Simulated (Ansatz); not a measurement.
Molecular dynamics of Ta2Co7Ni7 (part 6 of 6)

Continued. System: Ta2Co7Ni7 (disordered cell, 16 atoms in the cell). Method: DFT PBE, scalar-relativistic, plane waves, PAW, no spin polarisation (Ansatz 0.2.0); cutoff 420 eV, 1×1×1 k-mesh, Fermi–Dirac smearing of 0.0974 eV. It belongs to a series of runs on one base structure; here: Langevin dynamics at 1130 K from the last frame before.

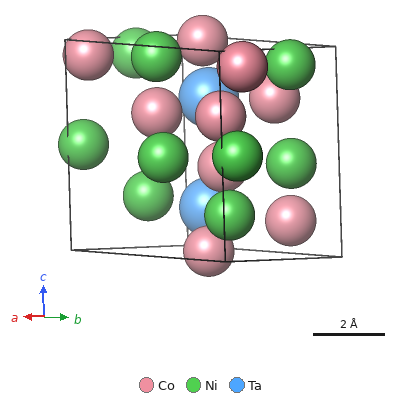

*The geometry at step 156 of the log (spheres-only view of the cell of the calculation, seen at an oblique angle).*

## Trajectory as extended XYZ, continued
```
16
Lattice="5.6289 0.2477 0.1288 0.2477 5.7583 -0.1195 0.1288 -0.1195 5.9706" Properties=species:S:1:pos:R:3:forces:R:3 step=141 time_fs=423.0 energy=-96623.23511 temperature=1199.9 pressure_GPa=0.18
Co    3.4632    1.5181    3.9803    0.1897   0.5583   1.4698
Co    2.5481    2.6626    5.9574   -0.2584   0.6228   0.1418
Co    0.7217    4.4946    0.8848    0.1827  -1.9118   0.3025
Co    3.6220    4.3128    4.1136   -1.4691   0.2941   0.3716
Co    5.2621    6.0813    5.5822   -1.9036  -0.1035  -1.5296
Co    1.2902    4.3030    4.4646   -0.8976   0.0255  -0.2970
Co    2.1002    3.0531    2.4357   -0.8692   1.3933   0.9048
Ni    2.3804    0.0417    5.8942    1.5184   0.0838  -0.4576
Ni    3.7358    4.5405    1.2994    1.4128  -0.5453   0.2488
Ni    2.1451    5.5247    2.5559    0.0373   0.3554   0.8873
Ni    4.9008    3.2647   -0.3449   -0.3814  -0.2755   0.3177
Ni    5.2225    3.2528    3.0038    0.3169   0.0640  -0.9498
Ni    3.4897    1.5622    1.7297    1.6885  -1.3234  -1.4693
Ni    5.2527    5.8466    3.0034    0.6621  -1.1903  -0.0424
Ta    1.0352    1.6072    4.3048    0.1575  -0.6538  -0.8220
Ta    0.5490    1.1828    1.2204   -0.3868   2.6063   0.9230
16
Lattice="5.6289 0.2477 0.1288 0.2477 5.7583 -0.1195 0.1288 -0.1195 5.9706" Properties=species:S:1:pos:R:3:forces:R:3 step=144 time_fs=432.0 energy=-96623.20984 temperature=1556.7 pressure_GPa=0.85
Co    3.4645    1.5885    4.0373    0.6211   0.2365   0.3637
Co    2.5275    2.6642    5.9511   -0.0138   0.7717   0.4058
Co    0.7251    4.4467    0.8766    0.1926  -1.4270   0.2038
Co    3.6449    4.2837    4.0807   -1.2153   0.2236   0.5628
Co    5.2865    6.0874    5.5965   -1.7787  -0.3825  -1.6185
Co    1.3587    4.3231    4.4485   -1.3319  -0.1350  -0.1991
Co    2.1307    3.0306    2.4380   -0.7026   1.3409   0.7334
Ni    2.4282    0.0555    5.8410    1.2532   0.0029  -0.1539
Ni    3.7655    4.5539    1.2807    1.6486  -0.7531  -0.0474
Ni    2.1698    5.4695    2.5037   -0.2691   0.7878   1.1852
Ni    4.9562    3.1713   -0.3559   -1.2167   0.4879   0.7117
Ni    5.2779    3.2719    2.9874    0.2086   0.0002  -1.0033
Ni    3.4747    1.4982    1.6716    1.6416  -0.9864  -0.6665
Ni    5.2462    5.8793    3.0038    0.6314  -1.1237  -0.0210
Ta    1.0401    1.6057    4.3225    0.5924  -1.0969  -1.6059
Ta    0.5800    1.1953    1.2138   -0.2620   2.0527   1.1495
16
Lattice="5.6289 0.2477 0.1288 0.2477 5.7583 -0.1195 0.1288 -0.1195 5.9706" Properties=species:S:1:pos:R:3:forces:R:3 step=148 time_fs=444.0 energy=-96623.16535 temperature=870.4 pressure_GPa=0.31
Co    3.4953    1.6768    4.1003    0.9443  -0.1399  -0.7569
Co    2.5239    2.6519    5.9380    0.1042   1.0548   0.8718
Co    0.7356    4.3642    0.8803    0.3385  -0.5704   0.0126
Co    3.7070    4.2338    4.0490   -1.2441   0.4621   0.6828
Co    5.2757    6.0497    5.5967   -0.9930  -0.4540  -1.3290
Co    1.4485    4.3268    4.4212   -1.7985  -0.3110   0.2136
Co    2.1654    3.0104    2.4392   -0.1967   1.1939   0.4580
Ni    2.4984    0.0965    5.7509    0.8102  -0.2274   0.2383
Ni    3.8620    4.5913    1.2478    0.9476  -0.6164   0.1688
Ni    2.1899    5.4438    2.5276   -0.0410   0.9175   0.4644
Ni    4.9684    3.0916   -0.3582   -1.6996   1.0327   1.2067
Ni    5.3862    3.3330    2.9856   -0.0512  -0.0670  -1.2660
Ni    3.4887    1.4285    1.6211    1.3728  -0.5650  -0.0719
Ni    5.2912    5.9315    3.0011    0.3484  -1.0923   0.1051
Ta    1.0232    1.6199    4.3275    1.2745  -1.6214  -2.0068
Ta    0.6206    1.2369    1.2041   -0.1169   1.0039   1.0077
16
Lattice="5.6289 0.2477 0.1288 0.2477 5.7583 -0.1195 0.1288 -0.1195 5.9706" Properties=species:S:1:pos:R:3:forces:R:3 step=152 time_fs=456.0 energy=-96623.12302 temperature=989.7 pressure_GPa=0.54
Co    3.5455    1.7152    4.0445    0.5393   0.0419  -0.3783
Co    2.5395    2.6034    5.9780    0.0947   1.2700   0.1809
Co    0.7575    4.3268    0.8759    0.4672  -0.0598  -0.2223
Co    3.7634    4.2180    4.0060   -1.3683   0.5291   1.0457
Co    5.2117    6.0532    5.5750   -0.1240  -0.5029  -1.0209
Co    1.4994    4.3140    4.3932   -2.0330  -0.6525   0.7510
Co    2.2050    2.9951    2.4512   -0.1216   1.1664   0.2751
Ni    2.5310    0.1325    5.6622    0.6111  -0.5051   0.4492
Ni    3.9305    4.6480    1.2027    0.2838  -0.6276   0.3853
Ni    2.1911    5.4502    2.5868    0.3018   0.9082  -0.4170
Ni    4.9566    3.0392   -0.3249   -1.5969   1.0975   1.0594
Ni    5.4314    3.3925    2.9289    0.2185  -0.3564  -1.1279
Ni    3.4957    1.3703    1.6058    1.2565  -0.3073   0.0155
Ni    5.3000    5.9470    2.9996    0.5085  -1.0777  -0.0375
Ta    1.0122    1.5942    4.3193    1.2188  -0.9536  -2.1823
Ta    0.6596    1.2833    1.1767   -0.2560   0.0304   1.2236
16
Lattice="5.6289 0.2477 0.1288 0.2477 5.7583 -0.1195 0.1288 -0.1195 5.9706" Properties=species:S:1:pos:R:3:forces:R:3 step=156 time_fs=468.0 energy=-96622.96141 temperature=885.0 pressure_GPa=1.26
Co    3.6056    1.7402    3.9815    0.0994   0.3867   0.1793
Co    2.5662    2.5643    6.0114    0.2357   1.7828  -0.6051
Co    0.7914    4.3402    0.8874    0.5217   0.0642  -0.5584
Co    3.7842    4.1811    3.9793   -1.5182   0.6485   1.3422
Co    5.2080    6.0974    5.5144    0.3027  -0.6779  -0.4972
Co    1.5053    4.3277    4.3995   -2.0302  -0.9015   0.8383
Co    2.1894    3.0024    2.4395    0.2185   1.1316   0.4271
Ni    2.5766    0.1746    5.5762    0.5561  -0.8593   0.6636
Ni    4.0320    4.7014    1.2022   -0.4430  -0.6125   0.2076
Ni    2.1822    5.4623    2.6135    0.6355   0.7949  -0.7678
Ni    4.9599    3.0165   -0.2866   -1.2840   1.0783   0.7133
Ni    5.4239    3.4054    2.8579    0.4553  -0.4093  -0.8555
Ni    3.4940    1.3368    1.6115    1.0886   0.0133  -0.1190
Ni    5.2855    5.9819    2.9774    0.9176  -1.3451  -0.0250
Ta    1.0328    1.5761    4.2952    0.7867  -0.1654  -2.0444
Ta    0.7144    1.3448    1.1647   -0.5424  -0.9280   1.1011
16
Lattice="5.6289 0.2477 0.1288 0.2477 5.7583 -0.1195 0.1288 -0.1195 5.9706" Properties=species:S:1:pos:R:3:forces:R:3 step=160 time_fs=480.0 energy=-96622.90780 temperature=987.4 pressure_GPa=1.78
Co    3.6533    1.8003    3.9082   -0.0197   0.1875   0.9171
Co    2.5927    2.5486    6.0647    0.3857   2.0383  -1.6163
Co    0.8240    4.3734    0.9279    0.5086   0.0085  -1.1551
Co    3.7848    4.1814    4.0427   -0.9461   0.3992   0.8034
Co    5.2183    6.1148    5.4701    0.5238  -0.8462  -0.1375
Co    1.4987    4.3146    4.4601   -1.7174  -0.5945   0.1703
Co    2.1591    2.9880    2.4430    0.6234   1.3690   0.7304
Ni    2.6358    0.1766    5.5379    0.2372  -0.4832   0.6867
Ni    4.1027    4.7058    1.1959   -0.9136  -0.2704  -0.0530
Ni    2.1810    5.4647    2.5577    0.7541   0.4119   0.0010
Ni    4.9725    2.9775   -0.2493   -1.1664   1.2003   0.3484
Ni    5.4115    3.4126    2.7596   -0.0605  -0.3354   0.0860
Ni    3.5183    1.3341    1.6154    1.1025  -0.0493  -0.2005
Ni    5.3044    5.9735    2.9873    0.8094  -1.3275  -0.0919
Ta    1.0575    1.5503    4.2566    0.6304   0.1848  -1.6685
Ta    0.7529    1.4026    1.1405   -0.7510  -1.8924   1.1796
16
Lattice="5.6289 0.2477 0.1288 0.2477 5.7583 -0.1195 0.1288 -0.1195 5.9706" Properties=species:S:1:pos:R:3:forces:R:3 step=163 time_fs=489.0 energy=-96622.87720 temperature=983.1 pressure_GPa=1.66
Co    3.7136    1.8557    3.8437    0.0131  -0.0981   1.2887
Co    2.6395    2.5600    6.0486    0.0879   2.0426  -1.8371
Co    0.8598    4.4055    0.9778    0.4034  -0.0032  -1.9007
Co    3.7612    4.1962    4.0888   -0.3086   0.1648   0.3706
Co    5.2228    6.0983    5.4313    0.6971  -0.7074   0.0558
Co    1.5105    4.3186    4.4931   -1.7692  -0.5477  -0.1010
Co    2.1636    2.9907    2.4359    0.5859   1.2531   0.8402
Ni    2.6689    0.1821    5.5263    0.0498  -0.1410   0.7178
Ni    4.1115    4.7274    1.1976   -0.9985  -0.1016  -0.3264
Ni    2.1884    5.4811    2.5220    0.8940   0.3714   0.4427
Ni    4.9672    2.9840   -0.2058   -0.7718   0.9785  -0.0066
Ni    5.3953    3.4535    2.6853   -0.2083  -0.8539   0.8143
Ni    3.5617    1.3535    1.5804    1.0713  -0.1254  -0.0290
Ni    5.3126    5.9166    2.9962    0.6289  -0.8423  -0.1059
Ta    1.0762    1.5187    4.2369    0.3007   0.6545  -1.5589
Ta    0.7769    1.4274    1.1134   -0.6760  -2.0443   1.3356
16
Lattice="5.6289 0.2477 0.1288 0.2477 5.7583 -0.1195 0.1288 -0.1195 5.9706" Properties=species:S:1:pos:R:3:forces:R:3 step=167 time_fs=501.0 energy=-96622.98259 temperature=783.2 pressure_GPa=0.80
Co    3.7748    1.8953    3.8109    0.1717  -0.5723   1.2672
Co    2.6624    2.5615    6.0047   -0.0729   1.8882  -1.5335
Co    0.8991    4.4397    1.0092    0.1093  -0.1339  -2.2424
Co    3.7437    4.1824    4.1538   -0.0451   0.1657  -0.0905
Co    5.2831    6.0780    5.4224    0.2796  -0.5395   0.1472
Co    1.5089    4.3461    4.5364   -1.7354  -0.6519  -0.3829
Co    2.1561    3.0293    2.4604    0.7714   0.7181   0.6245
Ni    2.6939    0.1694    5.5361    0.2454   0.3065   0.7067
Ni    4.0713    4.7048    1.1559   -0.8952   0.3508   0.0022
Ni    2.1998    5.5279    2.5094    1.2061   0.2044   0.6726
Ni    4.9666    3.0498   -0.1714   -0.1832   0.1010  -0.3224
Ni    5.3716    3.4904    2.6528   -0.2440  -1.6301   0.9307
Ni    3.6297    1.3661    1.5256    0.8379   0.0554   0.4034
Ni    5.3364    5.8038    3.0319    0.0861   0.1585  -0.2331
Ta    1.0863    1.4850    4.2312    0.0328   1.1541  -1.6497
Ta    0.7949    1.4265    1.0861   -0.5639  -1.5753   1.6997
16
Lattice="5.6289 0.2477 0.1288 0.2477 5.7583 -0.1195 0.1288 -0.1195 5.9706" Properties=species:S:1:pos:R:3:forces:R:3 step=171 time_fs=513.0 energy=-96623.16791 temperature=576.1 pressure_GPa=-0.03
Co    3.8048    1.8703    3.8026    0.2006  -0.6462   1.3485
Co    2.6762    2.5765    5.9579   -0.0792   1.6576  -0.9488
Co    0.8998    4.4717    0.9774    0.0802  -0.4102  -1.5186
Co    3.7382    4.1415    4.1551   -0.4472   0.5280   0.0741
Co    5.3655    6.0722    5.4404   -0.4784  -0.5379   0.3053
Co    1.4746    4.3308    4.5323   -1.1227  -0.4214  -0.4037
Co    2.1142    3.0273    2.5119    1.1246   0.8946   0.1003
Ni    2.6958    0.1959    5.5600    0.6590  -0.3306   0.3330
Ni    4.0140    4.6702    1.1334   -0.6830   0.5935   0.3956
Ni    2.2443    5.5955    2.4943    0.9662  -0.4921   0.7731
Ni    4.9701    3.1152   -0.1588    0.3417  -0.7023  -0.5111
Ni    5.3657    3.4809    2.6666   -0.2513  -1.8013   0.4444
Ni    3.6566    1.3653    1.5298    0.7644   0.3039   0.1538
Ni    5.3623    5.7207    3.0872   -0.0727   0.6893  -0.5810
Ta    1.1074    1.4612    4.2256   -0.3380   1.5458  -1.4773
Ta    0.8136    1.4092    1.0895   -0.6642  -0.8710   1.5125
```

This output came from the following input.

## The input
```yaml
crystal:
  lattice:
    - [5.628937, 0.247652, 0.128821]
    - [0.247652, 5.758279, -0.119491]
    - [0.128821, -0.119491, 5.970624]
  atoms:
    - { symbol: Co, position: [0.5641219643, 0.2585351136, 0.634384039] }
    - { symbol: Co, position: [0.3742234313, 0.466170842, 0.9804175139] }
    - { symbol: Co, position: [0.0914265827, 0.6710868149, 0.1726574856] }
    - { symbol: Co, position: [0.6120282971, 0.6763867955, 0.6978964685] }
    - { symbol: Co, position: [0.8777728707, 0.9258321204, 0.9044617403] }
    - { symbol: Co, position: [0.088684969, 0.681517411, 0.7343469323] }
    - { symbol: Co, position: [0.3863003338, 0.5200191141, 0.3962104933] }
    - { symbol: Ni, position: [0.4012632448, 0.0128057821, 0.8555497852] }
    - { symbol: Ni, position: [0.5481308361, 0.8090837831, 0.1694886287] }
    - { symbol: Ni, position: [0.3745636853, 0.9123883307, 0.4845062557] }
    - { symbol: Ni, position: [0.774270835, 0.484009739, 0.0227306588] }
    - { symbol: Ni, position: [0.8511130971, 0.4597197528, 0.416859795] }
    - { symbol: Ni, position: [0.5812516286, 0.2010205436, 0.2501050823] }
    - { symbol: Ni, position: [0.8974814891, 0.9740294002, 0.4972192307] }
    - { symbol: Ta, position: [0.0973630452, 0.2458087215, 0.6455920603] }
    - { symbol: Ta, position: [0.0925884621, 0.1315658105, 0.172002579] }
  symmetry: { detect: false }
basis:
  ecutwfc: 420
  xc_grid: 1
kpoints:
  mp_grid: { grid: [1, 1, 1], shift: [0.25, 0.25, 0.25] }
hamiltonian:
  xc: pbe
scf:
  occupations: { method: fermi_dirac, width: 0.0974 }
  lower_state_search: "off"
  convergence: { dr2_threshold: 1.0e-05 }
output:
  forces: true
  stress: true
md:
  timestep: 3.0
  n_steps: 171
  ensemble: nvt_langevin
  friction: 0.03
  temperature: 1130.0
  initial_velocities: maxwell_boltzmann
  seed: 34351
```

Launch command:
```bash
ansatz run input.yaml --threads 2 --pin off --max-ram 5120MiB --backend cpu --events-out ev --progress --plain --runs-dir out
```

## Summary

```csv
quantity,value
outcome,finished
mean temperature over the second half,1139 K
trajectory,"171 steps, 513 fs"
ensemble,nvt_langevin
temperature in the input,1130.0 K
time step,3.0 fs
electrons treated,271
potential energy (free energy of the electrons) (last step),−96623.1679 eV
Fermi energy (last step),17.918 eV
pressure (without the kinetic term) (last step),−0.69 GPa
largest force (length of the vector) (last step),2.165 eV/Å
hardware,"2 threads of Intel Xeon @ 2.90GHz (Ice Lake), 64 GiB of memory available, shared host"
wall time,4.2 min (CPU time 7.7 min)
peak memory,0.54 GiB
```

The k-point mesh is coarse (a preliminary or cheap run), so energies and forces are approximate. Warnings of the run: the SCF threshold is loose for the printed forces; the SCF threshold is looser than advised for the printed stress. The run has no spin polarisation, so a magnetic state may lie lower. Spin–orbit coupling is left out, which matters for Ta.
